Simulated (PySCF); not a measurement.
**C2H10AsGa (SMILES C[CH2][GaH2-][AsH3+]): density, localisation and related maps**

```yaml
atoms:
  - { symbol: C, position_ang: [-1.5489, -0.2052, -0.9776] }
  - { symbol: C, position_ang: [-1.4875, -0.0635, 0.5494] }
  - { symbol: Ga, position_ang: [0.0212, 1.2247, 0.9915] }
  - { symbol: As, position_ang: [2.0631, -0.5057, 0.0556] }
  - { symbol: H, position_ang: [-2.3184, -0.9112, -1.2912] }
  - { symbol: H, position_ang: [-1.7608, 0.7615, -1.4396] }
  - { symbol: H, position_ang: [-0.5822, -0.5547, -1.3670] }
  - { symbol: H, position_ang: [-1.2837, -1.0463, 1.0006] }
  - { symbol: H, position_ang: [-2.4731, 0.2408, 0.9220] }
  - { symbol: H, position_ang: [0.4555, 2.3213, -0.0573] }
  - { symbol: H, position_ang: [0.6595, 1.4409, 2.4181] }
  - { symbol: H, position_ang: [2.7824, -0.0837, -1.1808] }
  - { symbol: H, position_ang: [3.3634, -0.6879, 0.7591] }
  - { symbol: H, position_ang: [2.1089, -1.9314, -0.4049] }
```

Geometry: GFN2-xTB.

These are results of PBE0/def2-SVPD, SCF density, gas phase (PySCF 2.14.0), not measurements.

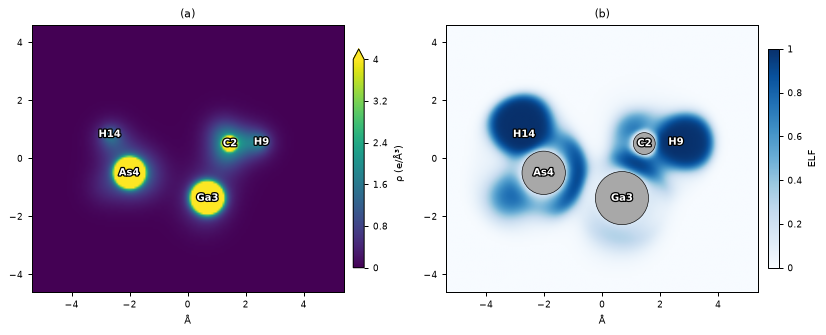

Figure 1. (a) electron density; (b) electron localisation function on the plane of atoms C2, Ga3 and As4. Grey discs cover the atomic cores in the ELF map.

What does the map show?

Answer.
- The plane passes through C, Ga, As and H nuclei.
- C–Ga (2.03 Å): the density is about 0.72 e/Å³ at the midpoint; the ELF peaks at about 0.90 in the valence shell of C, 0.7 Å from its nucleus, and is about 0.65 at the midpoint.
- Ga–As (2.84 Å): the density is about 0.23 e/Å³ at the midpoint, with its minimum of 0.2 e/Å³ about 1.2 Å from Ga; the ELF peaks at about 0.90 between the atoms.
- C–H (1.10 Å): the density is about 1.9 e/Å³ at the midpoint; the ELF climbs to about 1 towards the hydrogen, as it does in any bond to H (a covalent bond by its length).
- As–H (1.50 Å): ρ at the midpoint is about 1.2 e/Å³; the ELF climbs to about 1 towards the hydrogen.

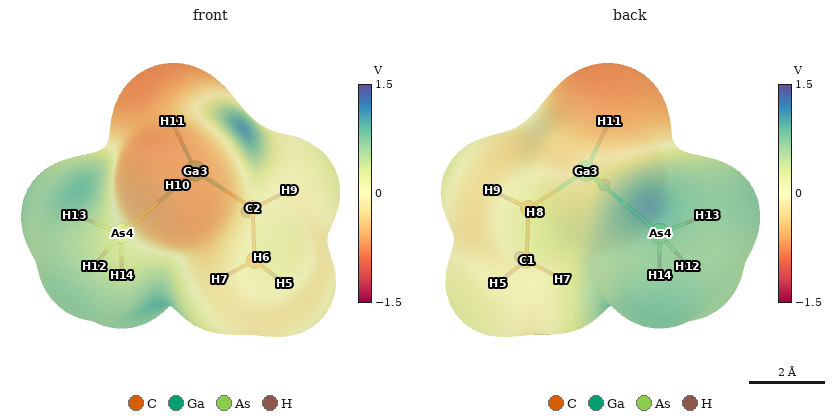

Figure 2. The molecular electrostatic potential painted on the density surface at 0.001 e/bohr³, seen from the front and from behind; red is negative and blue positive.

Describe the electrostatic potential map.

Answer. The most negative region (about −0.7 V) lies over H10 and H11, the most positive (about +1.0 V) over Ga3 and As4.
